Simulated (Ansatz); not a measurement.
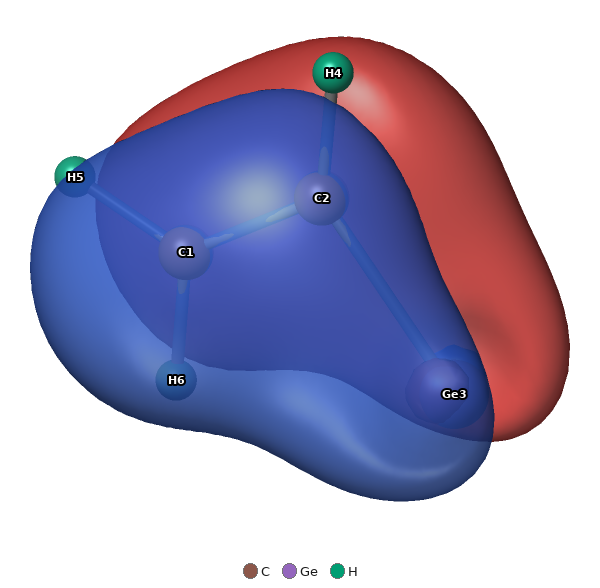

*C2H3Ge (charge +1). The HOMO−1 at ±0.08 Å⁻³ᐟ² (blue and red are the two phases), seen at a tilt.*

Geometry: BLYP-D3(BJ)/def2-SVP.

Method: isolated molecule in a Gaussian basis; Kohn-Sham density functional theory, functional PBE0 (Ansatz 0.2.0).

```yaml
atoms:
  - { symbol: C, position_ang: [-0.5792, -0.2091, -0.7726] }
  - { symbol: C, position_ang: [-1.1868, 0.5434, 0.1938] }
  - { symbol: Ge, position_ang: [-2.8180, -0.4562, 0.3853] }
  - { symbol: H, position_ang: [-0.7358, 1.4439, 0.6374] }
  - { symbol: H, position_ang: [0.4178, 0.0097, -1.2017] }
  - { symbol: H, position_ang: [-1.0495, -1.1231, -1.2153] }
```

Where does this orbital lie, and at what energy?

Its weight (Hirshfeld) is mainly on C2 (about 40 %), C1 (about 35 %) and Ge3 (about 15 %); it changes sign across the molecular plane (π type); π-bonding across C1–C2 and C2–Ge3. Its energy is −14.41 eV.
